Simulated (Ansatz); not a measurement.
## bond stretched by 1.5 Å, between In atomic chains under bias

Aim: the current at finite bias, with the potential solved under it.

Method: DFT PBE, plane waves, PAW; current against voltage, self-consistent under bias, in Ansatz 0.2.0.

### 1. Starting point

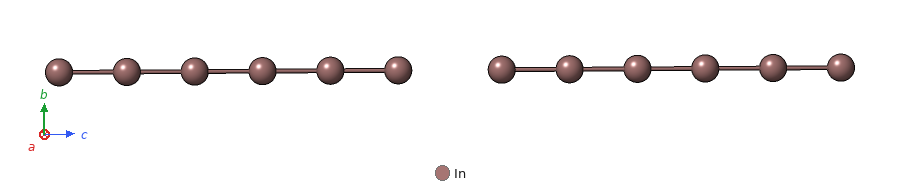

The starting structure, seen in part (indium brown). Drawn is a stretch of 33 Å of the 84 Å that the atoms span along c, seen along the normal of the bc plane.

The cell holds 30 atoms: 30 In. Cell: a = 6.000 Å, b = 6.000 Å, c = 98.150 Å, α = 90.0°, β = 90.0°, γ = 90.0°. Electrodes: In atomic chain; the apex atoms were set 4.350 Å apart. Regions: lower lead, 15 atoms (15 In); upper lead, 15 atoms (15 In). Vacuum lies along a, b and c.

### 2. Current against voltage

Vacuum beyond both ends lets the two leads hold different Fermi levels, and the density is solved anew at each bias. Each lead has 15 atoms, since a wire screens slowly.

input.yaml reads:

```yaml
crystal:
  lattice:
    - [6.0, 0.0, 0.0]
    - [0.0, 6.0, 0.0]
    - [0.0, 0.0, 98.15]
  atoms:
    - { symbol: In, position: [0.5, 0.5, 0.0] }
    - { symbol: In, position: [0.5, 0.5, 0.029037188] }
    - { symbol: In, position: [0.5, 0.5, 0.058074376] }
    - { symbol: In, position: [0.5, 0.5, 0.087111564] }
    - { symbol: In, position: [0.5, 0.5, 0.116148752] }
    - { symbol: In, position: [0.5, 0.5, 0.14518594] }
    - { symbol: In, position: [0.5, 0.5, 0.174223128] }
    - { symbol: In, position: [0.5, 0.5, 0.203260316] }
    - { symbol: In, position: [0.5, 0.5, 0.232297504] }
    - { symbol: In, position: [0.5, 0.5, 0.261334692] }
    - { symbol: In, position: [0.5, 0.5, 0.29037188] }
    - { symbol: In, position: [0.5, 0.5, 0.319409068] }
    - { symbol: In, position: [0.5, 0.5, 0.348446256] }
    - { symbol: In, position: [0.5, 0.5, 0.377483444] }
    - { symbol: In, position: [0.5, 0.5, 0.406520632] }
    - { symbol: In, position: [0.5, 0.5, 0.45084055] }
    - { symbol: In, position: [0.5, 0.5, 0.479877738] }
    - { symbol: In, position: [0.5, 0.5, 0.508914926] }
    - { symbol: In, position: [0.5, 0.5, 0.537952114] }
    - { symbol: In, position: [0.5, 0.5, 0.566989302] }
    - { symbol: In, position: [0.5, 0.5, 0.59602649] }
    - { symbol: In, position: [0.5, 0.5, 0.625063678] }
    - { symbol: In, position: [0.5, 0.5, 0.654100866] }
    - { symbol: In, position: [0.5, 0.5, 0.683138054] }
    - { symbol: In, position: [0.5, 0.5, 0.712175242] }
    - { symbol: In, position: [0.5, 0.5, 0.74121243] }
    - { symbol: In, position: [0.5, 0.5, 0.770249618] }
    - { symbol: In, position: [0.5, 0.5, 0.799286806] }
    - { symbol: In, position: [0.5, 0.5, 0.828323994] }
    - { symbol: In, position: [0.5, 0.5, 0.857361182] }
kpoints:
  mp_grid: { grid: [1, 1, 1] }
scf:
  occupations: { method: fermi_dirac, width: 0.1 }
hamiltonian:
  xc: pbe
output:
  current_voltage:
    leads: [[8, 9], [20, 21]]
    bias: [0.3, 0.6, 1.0, 1.5]
    electrode_ends: [14, 15]
    kmesh: [1, 1]
  write_potential: true
  write_density: true
  volumetric_format: npy
basis:
  ecutwfc: "340 eV"
```

Started as:

```bash
ansatz run input.yaml --threads 4 --pin off --max-ram 16384MiB --backend cpu --events-out ev --progress --plain --runs-dir out
```

Numbers of over 12 decimals in the logs are rounded to 6 here.

The log of the run:

```text
Warning: basis.ecutwfc = 340 eV is below the records' recommended 420 eV, and the density's cutoff is lower with it unless basis.ecutrho_ratio is high enough to keep the records' density cutoff: compare with a run at a higher cutoff
Engine: ansatz 0.2.0, aarch64-unknown-linux-gnu
Pseudopotentials: kind: paw
Pseudopotential: In, paw, valence charge 13, recommended cutoff 420 eV (normal), In.paw.azcp
Functional definition: PBE
  parameter kappa = 0.804
  parameter beta = 0.066725
  exchange = pbe_x(kappa = kappa, mu = beta*pi^2/3)
  correlation = pbe_c(beta = beta)
Crystal: 30 atoms, lattice volume = 3533.400 Å³
Basis set: ecut = 340 eV, 50091 PW (Γ)
Bands: 234, of which v1, the nominal top of the filled ones, is band 195 counted from 1 (194 counted from 0)
Symmetry: 16 space group operations
Space group: P4/mmm (ITA 123), of the structure as read, at distance tolerance 1.5e-4 Å
k-points: 1
Non-local potential: In, projectors of the file, l = 0: 2, l = 1: 2, l = 2: 2, l = 3: 2
PAW form: soft (Blöchl's): semilocal exchange-correlation on the pseudo side does not see the compensation charge
PAW one-centre angular grid: In, 590 points (default); XC on 64 Gauss nodes
Initial density: superposition of atomic densities (neutral atoms: chi_scale 0, normalization atom), corrected by the library's trained network
Initial wavefunctions: pseudopotential atomic-orbital guess
Functional: x = pbe(κ = 0.804, μ = 0.219515), c = pbe(β = 0.066725)
SCF iter   1: F=—  HF=-167895.713302 eV  |F-HF|=—  |Δ(HF+E_count)|=         —  Δρ=1.91e-3  dr2=1.36e0  ethr=1.77e-3  ⟨swp⟩=5.0  Hψ=749  notcnv=0
preconditioner: auto → LDOS  [metal: Δε(μ)=0.044 eV  Ē_g=13.438 eV  σ=0.100 eV  W_gap=0.11  n_scr=402 (ndim 8)  ℏωp=12.3 eV  f_vac=0.525  D(μ)=70.86/eV (n_scr^D=402)  β→1.0]
SCF iter   2: F=—  HF=-167895.648498 eV  |F-HF|=—  |Δ(HF+E_count)|=   6.48e-2  Δρ=1.15e-3  dr2=2.97e-1  ethr=3.49e-4  ⟨swp⟩=2.0  Hψ=335  notcnv=0
SCF iter   3: F=—  HF=-167895.656559 eV  |F-HF|=—  |Δ(HF+E_count)|=   8.06e-3  Δρ=7.63e-4  dr2=1.27e-1  ethr=7.62e-5  ⟨swp⟩=2.0  Hψ=432  notcnv=0
SCF iter   4: F=—  HF=-167895.648261 eV  |F-HF|=—  |Δ(HF+E_count)|=   8.30e-3  Δρ=2.28e-4  dr2=9.34e-3  ethr=3.25e-5  ⟨swp⟩=3.0  Hψ=433  notcnv=0
SCF iter   5: F=—  HF=-167895.648525 eV  |F-HF|=—  |Δ(HF+E_count)|=   2.64e-4  Δρ=1.89e-4  dr2=5.37e-3  ethr=2.40e-6  ⟨swp⟩=2.0  Hψ=431  notcnv=0
SCF iter   6: F=—  HF=-167895.648029 eV  |F-HF|=—  |Δ(HF+E_count)|=   4.96e-4  Δρ=4.68e-5  dr2=4.73e-4  ethr=1.38e-6  ⟨swp⟩=2.0  Hψ=425  notcnv=0
SCF iter   7: F=—  HF=-167895.648035 eV  |F-HF|=—  |Δ(HF+E_count)|=   6.54e-6  Δρ=3.54e-5  dr2=2.33e-4  ethr=1.21e-7  ⟨swp⟩=2.0  Hψ=434  notcnv=0
SCF iter   8: F=—  HF=-167895.648007 eV  |F-HF|=—  |Δ(HF+E_count)|=   2.84e-5  Δρ=9.04e-6  dr2=1.37e-5  ethr=5.97e-8  ⟨swp⟩=2.0  Hψ=414  notcnv=0
SCF iter   9: F=—  HF=-167895.647884 eV  |F-HF|=—  |Δ(HF+E_count)|=   1.23e-4  Δρ=4.63e-6  dr2=3.19e-6  ethr=3.52e-9  ⟨swp⟩=2.0  Hψ=280  notcnv=0
SCF iter  10: F=—  HF=-167895.647884 eV  |F-HF|=—  |Δ(HF+E_count)|=   4.86e-8  Δρ=3.58e-6  dr2=1.24e-6  ethr=8.18e-10  ⟨swp⟩=2.0  Hψ=434  notcnv=0
SCF iter  11: F=—  HF=-167895.647884 eV  |F-HF|=—  |Δ(HF+E_count)|=   2.27e-7  Δρ=1.24e-6  dr2=1.88e-7  ethr=3.18e-10  ⟨swp⟩=2.0  Hψ=436  notcnv=0
SCF iter  12: F=-167895.647883 eV  HF=-167895.647883 eV  |F-HF|=1.61e-8  |Δ(HF+E_count)|=   9.66e-9  Δρ=4.50e-7  dr2=3.09e-8  ethr=2.56e-11  ⟨swp⟩=5.0  Hψ=521  notcnv=0
smearing: bands 193 to 196 share 4.464 electrons (they would hold 4.000 with every lower band full and every higher one empty; bands counted from 0; each is filled to between 0.5413 and 0.5746 of a full level; at each k-point the levels lie within 1.4e-2 eV, against a smearing width of 0.1000 eV). The entropy term TS of this state is 2.2266 eV
SCF 1 converged in 12 iterations: F = -167895.647883 eV  dr2 = 3.09e-8
  greatest PAW one-centre occupation: 0.983 electrons in one spin orbital (limit 2), on the In atom at site 29 (counted from 0), in its partial waves of l = 2
bias +0 V, iteration  1: dr2 1.22e0 eV, mean Fermi level 0.0368 eV
bias +0 V, iteration  2: dr2 3.99e-2 eV, mean Fermi level 0.0340 eV
bias +0 V, iteration  3: dr2 9.85e-3 eV, mean Fermi level 0.0332 eV
bias +0 V, iteration  4: dr2 1.71e-3 eV, mean Fermi level 0.0322 eV
bias +0 V, iteration  5: dr2 6.35e-4 eV, mean Fermi level 0.0324 eV
bias +0 V, iteration  6: dr2 9.42e-5 eV, mean Fermi level 0.0323 eV
bias +0 V, iteration  7: dr2 2.93e-5 eV, mean Fermi level 0.0323 eV
bias +0 V, iteration  8: dr2 5.24e-6 eV, mean Fermi level 0.0323 eV
bias +0 V, iteration  9: dr2 3.62e-7 eV, mean Fermi level 0.0323 eV
bias +0 V, iteration 10: dr2 1.06e-7 eV, mean Fermi level 0.0323 eV
bias +0 V, iteration 11: dr2 6.01e-8 eV, mean Fermi level 0.0323 eV
bias +0.3 V, iteration  1: dr2 4.47e2 eV, mean Fermi level 0.0514 eV
bias +0.3 V, iteration  2: dr2 3.09e1 eV, mean Fermi level 0.0329 eV
bias +0.3 V, iteration  3: dr2 2.73e0 eV, mean Fermi level 0.0344 eV
bias +0.3 V, iteration  4: dr2 3.04e-1 eV, mean Fermi level 0.0333 eV
bias +0.3 V, iteration  5: dr2 8.53e-2 eV, mean Fermi level 0.0355 eV
bias +0.3 V, iteration  6: dr2 7.50e-3 eV, mean Fermi level 0.0344 eV
bias +0.3 V, iteration  7: dr2 4.34e-3 eV, mean Fermi level 0.0350 eV
bias +0.3 V, iteration  8: dr2 3.06e-3 eV, mean Fermi level 0.0348 eV
bias +0.3 V, iteration  9: dr2 1.00e-3 eV, mean Fermi level 0.0348 eV
bias +0.3 V, iteration 10: dr2 6.13e-5 eV, mean Fermi level 0.0348 eV
bias +0.3 V, iteration 11: dr2 9.95e-6 eV, mean Fermi level 0.0349 eV
bias +0.3 V, iteration 12: dr2 3.85e-6 eV, mean Fermi level 0.0349 eV
bias +0.3 V, iteration 13: dr2 2.23e-6 eV, mean Fermi level 0.0349 eV
bias +0.3 V, iteration 14: dr2 1.18e-6 eV, mean Fermi level 0.0349 eV
bias +0.3 V, iteration 15: dr2 1.53e-7 eV, mean Fermi level 0.0349 eV
bias +0.3 V, iteration 16: dr2 1.58e-8 eV, mean Fermi level 0.0349 eV
bias +0.6 V, iteration  1: dr2 1.32e0 eV, mean Fermi level 0.0367 eV
bias +0.6 V, iteration  2: dr2 3.87e-1 eV, mean Fermi level 0.0357 eV
bias +0.6 V, iteration  3: dr2 1.12e-1 eV, mean Fermi level 0.0364 eV
bias +0.6 V, iteration  4: dr2 1.04e-2 eV, mean Fermi level 0.0359 eV
bias +0.6 V, iteration  5: dr2 4.53e-3 eV, mean Fermi level 0.0362 eV
bias +0.6 V, iteration  6: dr2 3.47e-4 eV, mean Fermi level 0.0359 eV
bias +0.6 V, iteration  7: dr2 2.43e-4 eV, mean Fermi level 0.0359 eV
bias +0.6 V, iteration  8: dr2 2.91e-5 eV, mean Fermi level 0.0359 eV
bias +0.6 V, iteration  9: dr2 7.08e-6 eV, mean Fermi level 0.0359 eV
bias +0.6 V, iteration 10: dr2 6.63e-6 eV, mean Fermi level 0.0359 eV
bias +0.6 V, iteration 11: dr2 2.27e-6 eV, mean Fermi level 0.0359 eV
bias +0.6 V, iteration 12: dr2 1.39e-6 eV, mean Fermi level 0.0359 eV
bias +0.6 V, iteration 13: dr2 5.58e-7 eV, mean Fermi level 0.0359 eV
[...]
bias +1.5 V, iteration 11: dr2 4.30e-4 eV, mean Fermi level 0.0304 eV
bias +1.5 V, iteration 12: dr2 5.47e-5 eV, mean Fermi level 0.0305 eV
bias +1.5 V, iteration 13: dr2 1.66e-4 eV, mean Fermi level 0.0305 eV
bias +1.5 V, iteration 14: dr2 1.64e-5 eV, mean Fermi level 0.0305 eV
bias +1.5 V, iteration 15: dr2 3.49e-6 eV, mean Fermi level 0.0306 eV
bias +1.5 V, iteration 16: dr2 2.31e-6 eV, mean Fermi level 0.0306 eV
bias +1.5 V, iteration 17: dr2 9.93e-6 eV, mean Fermi level 0.0306 eV
bias +1.5 V, iteration 18: dr2 1.11e-6 eV, mean Fermi level 0.0306 eV
bias +1.5 V, iteration 19: dr2 5.62e-7 eV, mean Fermi level 0.0306 eV
bias +1.5 V, iteration 20: dr2 2.70e-7 eV, mean Fermi level 0.0306 eV
bias +1.5 V, iteration 21: dr2 2.23e-7 eV, mean Fermi level 0.0306 eV
bias +1.5 V, iteration 22: dr2 7.10e-8 eV, mean Fermi level 0.0306 eV
transmission: 8 of 52 steps passed
transmission: 16 of 52 steps passed
[...]
transmission: 52 of 52 steps passed
WARN: The output density's exchange-correlation potential varies sharply where the density is thin. Do not read a vacuum level from v_tot or v_xc, or from such a field of the output density. On a cell that repeats whose density bears no net charge and no dipole along the vacuum's axis use v_es (v_loc + v_h of the components); under efield.dipole_correction with no amplitude use v_es + v_field, which holds any externa [...]
SCF converged after 12 iterations
Free energy (F): -167895.647883 eV
Harris-Foulkes:  -167895.647883 eV  (|F-HF|=1.61e-8)
Internal energy: -167893.421322 eV  (E = F + TS)
E sigma→0 (E₀):  -167894.534603 eV
Entropy (-TS):   -2.226562 eV (-74.219 meV/atom)
Fermi energy:    0.049035 eV
--- Per-component energies (eV) ---
  E_band       = -4832.835989
  E_kinetic    = 7213.371805
  E_local      = -135775.714296  (includes V_loc(G=0)·N_el)
  E_nonlocal   = 10963.497334
  E_hartree    = 62315.407171
  E_xc         = -6446.061540
  E_vxc        = -2946.615753  (∫ρ·V_xc dr)
  E_paw        = -124530.423554  (= ΣΔE_a)
  E_vpaw       = -8918.193426  (= ΣTr[D̂ρ^β])
  E_aug_tail   = 0.002265  (compensation charges beyond the density's cutoff)
  E_ewald      = 18366.499494
  E_smearing   = -2.226562  (= −TS)
  E_closure    = 0.000000  (closes the sum)
  Σ components = -167895.647883   (vs F -167895.647883, Δ=0.00e0)
--- Band table (eV) ---
  k-point 0: bands = [... 191 lower, -0.0650, -0.0424, 0.0190, 0.0190, 0.0325, 0.0325, 0.1347, 0.1452, ... 35 higher]
--- Current–voltage curve ---
  leads      : [8, 9] from 0.00 to 39.90 and [20, 21] from 44.25 to 84.15 Å, reservoirs outside 25.39 and 58.76
  electrodes : end at 39.90 and 44.25 Å
  density    : 395 bands, filled at a thermal energy of 2.585e-2 eV; current at 300 K
  bias (V)   current (A)   every other point   every other energy   edges, levels   drop (V)   electrons moved   misfit (meV)   iterations
        +0      0.0000e0                   -             0.0000e0        0.0000e0     +0.000            0.00e0           22.0   11
      +0.3     1.4506e-5                   -            1.4507e-5      1.7471e-12     +0.280           1.69e-2           26.5   16
      +0.6     2.5268e-5                   -            2.5268e-5      1.8438e-12     +0.585           3.50e-2           29.6   14
        +1     4.0401e-5                   -            4.0401e-5      2.4687e-12     +0.988           5.81e-2           31.6   19
      +1.5     5.9782e-5                   -            5.9782e-5      9.1930e-10     +1.494           8.70e-2           38.7   22
  At 0 V the conductance is 7.5975e-5 S, 2.1104e14 S/m².
```

The job ended after 13 min (4 threads of Arm Neoverse V2, shared host; peak memory 5 GiB).

This step gave:

```yaml
conductance_at_zero_bias: 0.9806 G₀
current_at_the_highest_bias: 59.78 μA
largest_misfit_of_the_leads: 38.75 meV
```

Cell area 36.000 Å^2. Current through one cell against bias:

```tsv
bias (V)	current through one cell (μA)
0.000	0
0.300	14.5
0.600	25.3
1.000	40.4
1.500	59.8
```

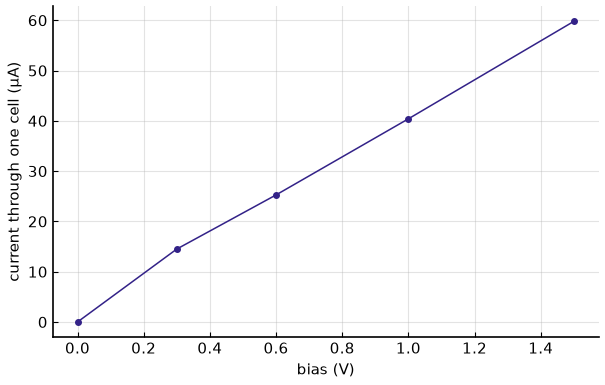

Current through one cell, plotted against bias.

Bias 0 V. Transmission and channels at 0 V against energy, zero at the mean Fermi level:

```tsv
energy (eV)	transmission	channels, lower lead	channels, upper lead
-0.259	0.445	1	1
-0.233	0.447	1	1
-0.207	0.449	1	1
-0.181	0.454	3	3
-0.155	0.471	3	3
-0.129	0.518	3	3
-0.103	0.623	3	3
-0.078	0.793	3	3
-0.052	0.964	3	3
-0.026	1.05	3	3
0.000	1.05	3	3
0.026	1.00	3	3
0.052	0.934	3	3
0.078	0.873	3	3
0.103	0.823	3	3
0.129	0.784	3	3
0.155	0.755	3	3
0.181	0.733	3	3
0.207	0.717	3	3
0.233	0.706	3	3
0.259	0.698	3	3
```

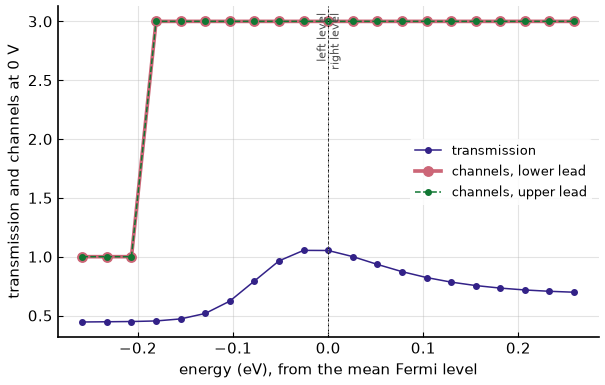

Transmission and channels at 0 V against energy.

Bias 0.6 V. The transmission and channels at 0.6 V by energy, zero at the mean Fermi level:

```tsv
energy (eV)	transmission	channels, lower lead	channels, upper lead
-0.569	0.424	1	1
-0.491	0.430	1	1
-0.439	0.434	1	3
-0.362	0.440	1	3
-0.310	0.444	1	3
-0.233	0.450	1	3
-0.155	0.456	1	3
-0.103	0.460	1	3
-0.026	0.466	1	3
0.000	0.468	1	3
0.026	0.470	1	3
0.103	0.508	3	3
0.155	0.598	3	3
0.233	0.809	3	3
0.284	0.865	3	3
0.310	0.856	3	3
0.362	0.818	3	3
0.439	0.772	3	3
0.491	0.756	3	3
0.569	0.748	3	3
```

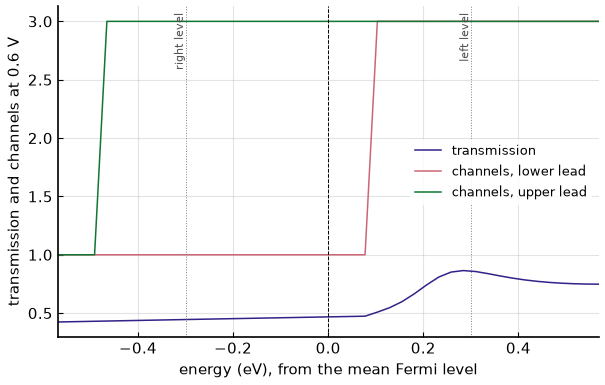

Transmission and channels at 0.6 V against energy.

Bias 1.5 V. The transmission and channels at 1.5 V by energy, zero at the mean Fermi level:

```tsv
energy (eV)	transmission	channels, lower lead	channels, upper lead
-1.008	0	0	1
-0.801	0.392	1	3
-0.595	0.423	1	3
-0.388	0.437	1	3
-0.207	0.450	1	3
0.000	0.466	1	3
0.207	0.483	1	3
0.388	0.498	1	3
0.595	0.692	3	3
0.724	1.06	3	3
0.801	1.02	3	3
1.008	0.898	3	3
```

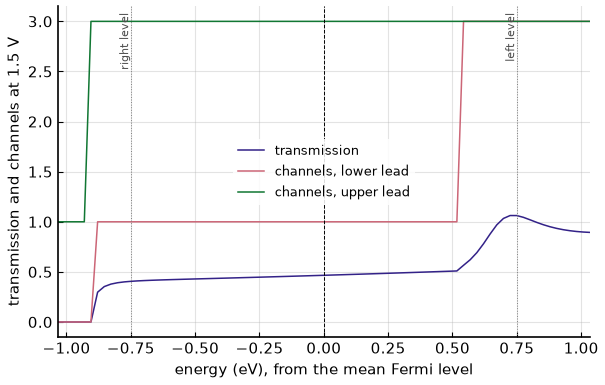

Transmission and channels at 1.5 V against energy.

Hartree potential energy less that at 0 V, planar mean against z:

```tsv
z (Å)	0.3 V (eV)	0.6 V (eV)	1 V (eV)	1.5 V (eV)
0	0.150	0.298	0.493	0.736
10	0.151	0.301	0.499	0.744
20	0.141	0.293	0.492	0.743
30	0.133	0.282	0.476	0.720
40	0.106	0.242	0.425	0.658
50	-0.140	-0.293	-0.497	-0.753
60	-0.143	-0.295	-0.499	-0.752
70	-0.144	-0.293	-0.494	-0.746
80	-0.147	-0.296	-0.498	-0.751
90	-0.0292	-0.0649	-0.0962	-0.136
```

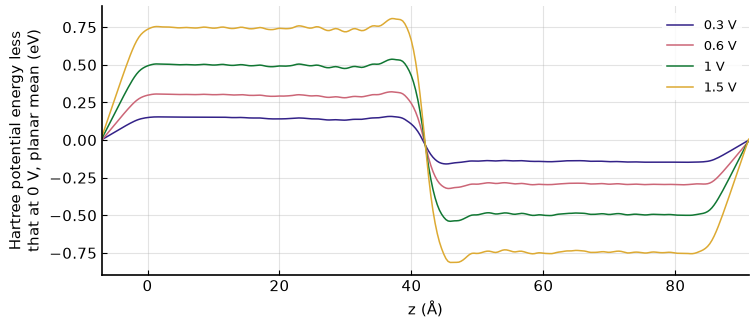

Hartree potential energy less that at 0 V, planar mean against z.

The electron density less that at 0 V, planar mean (0.3 V) oscillates, so the rows of the table below give means over windows of 10 Å about each position, cut where the curve ends. Its first 14 maxima inside the range that stand out by 2 % of the span (Å: e/Å³): -1.3: 5.2e-5, 2.9: 5.7e-6, 5.6: 9.6e-6, 8.5: 2.4e-5, 11.5: 3.5e-5, 14.4: 3.4e-5, 17.0: 4.6e-5, 20.0: 1.5e-5, 21.3: 2.8e-6, 22.9: 4.6e-5, 25.6: 4.1e-5, 28.5: 5.2e-5, 31.5: 4.6e-5, 34.1: 4.4e-5. Its first 14 minima: 2.3: -4.9e-6, 4.9: -7.2e-6, 7.5: -1.0e-5, 10.5: -1.6e-5, 13.1: -1.8e-5, 15.4: -1.9e-5, 18.0: -2.2e-5, 20.6: -2.3e-5, 22.0: -1.5e-5, 24.9: -4.0e-5, 27.5: -5.0e-5, 29.8: -5.2e-5, 32.4: -5.5e-5, 35.1: -6.0e-5.

Table of electron density less that at 0 V, planar mean by z; means over each step:

```tsv
z (Å)	0.3 V (e/Å³)	0.6 V (e/Å³)	1 V (e/Å³)	1.5 V (e/Å³)
0	1.4e-5	2.9e-5	4.7e-5	7.0e-5
10	1.6e-6	2.6e-6	4.3e-6	6.4e-6
20	-1.2e-6	-3.0e-6	-6.3e-6	-1.1e-5
30	-2.5e-6	-2.2e-6	-9.0e-7	3.1e-6
40	4.7e-6	1.5e-5	3.1e-5	5.4e-5
50	-1.3e-6	-8.6e-6	-2.3e-5	-4.4e-5
60	-1.5e-6	-4.1e-6	-4.9e-6	-7.5e-6
70	7.4e-7	1.3e-6	2.0e-6	3.3e-6
80	-5.3e-6	-8.0e-6	-1.9e-5	-3.2e-5
90	-1.6e-5	-3.6e-5	-5.0e-5	-7.0e-5
```

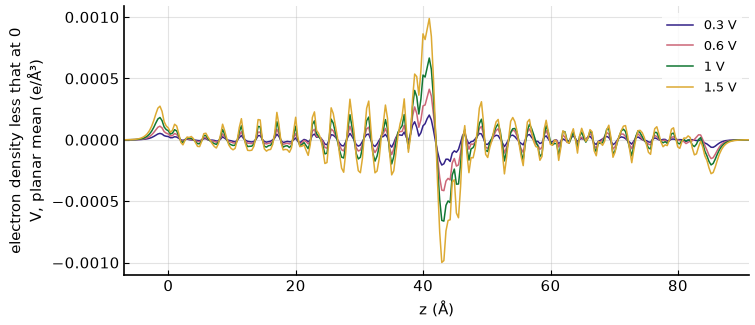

Electron density less that at 0 V, planar mean against z.

By hand: at 1.5 V the window reaches from -0.75 to 0.75 eV, and the mean transmission a spin over it is 0.516. With sharp Fermi edges I = G0 × V × T̄ = 77.48 μS × 1.5 V × 0.516 = 59.9 μA, against 59.8 μA from the program at 300 K.

The zero-bias conductance is 0.981 G₀; current over voltage goes 0.624 at +0.3 V, 0.544 at +0.6 V, 0.521 at +1 V and 0.514 at +1.5 V in the same unit. The leads' misfit reaches 39 meV.

### 3. Outcome

* conductance at zero bias: 0.981 G₀
* current at +0.3 V: 14.5 μA
* current at +0.6 V: 25.3 μA
* current at +1 V: 40.4 μA
* current at +1.5 V: 59.8 μA

**Reading.** The junction conducts 0.981 G₀ at zero bias and carries 59.8 μA at 1.50 V. At 1.50 V the current is 0.52 times what the zero-bias conductance would give; over all biases of the sweep that ratio lies between 0.52 and 0.64. Of the 1.50 V, 1.49 V drops at the junction. A wire screens slowly, so the current depends on the leads' length and the box width; neither was converged here. Transport is coherent and elastic here: the atoms are frozen, so scattering by vibrations plays no part. A cutoff under the files' recommended one was taken to save time; its effect on T(E) was not tested here.

[Logs are printed without paths, hosts, clocks, repeated set-up lines and the standing remarks that a program may print on its own settings, such as how far it seeks lower states.]

[Hosts, paths, dates, database ids (printed as entryN), source tags and the programs' standing remarks are cut or masked in the printed files.]
